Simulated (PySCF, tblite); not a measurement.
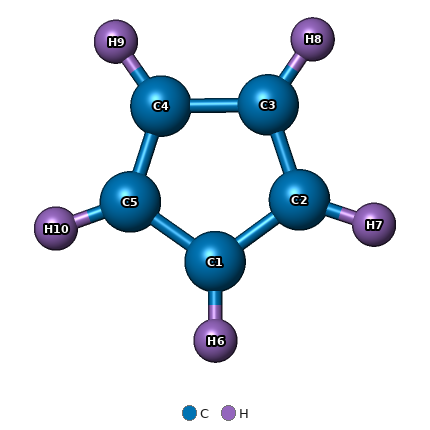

First-order isotropic EPR spectrum (fast tumbling, first derivative) of C₅H₅, SMILES [CH]1C=CC=C1, doublet at 9.75 GHz, Lorentzian lines of 0.03 mT full width at half height, from computed g and hyperfine couplings (B3LYP/pcH-1, PySCF, at a GFN2-xTB geometry (a minimum by its frequencies), gas phase); values of one conformer, averaged over methyl-type rotors alone; no vibrational averaging; dilute isotopes left out. The SMILES is one Lewis form and needn't show where the spin sits.

Question: Give g and the hyperfine couplings.

Answer: g_iso = 2.0025, which centres the spectrum at 347.9 mT; it spans 3.4 mT.

| nuclei | isotope | a (mT) | a (MHz) |
| --- | --- | --- | --- |
| H6 | ¹H | −1.41 | −39.5 |
| H8, H9 | ¹H | −0.85 | −23.8 |
| H7, H10 | ¹H | 0.12 | 3.4 |

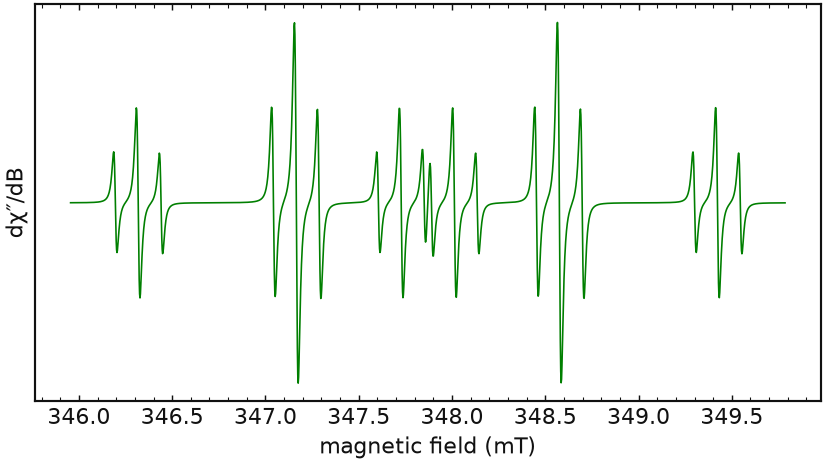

Caveats: the tight-binding geometry is rougher than a DFT one and adds to the error.
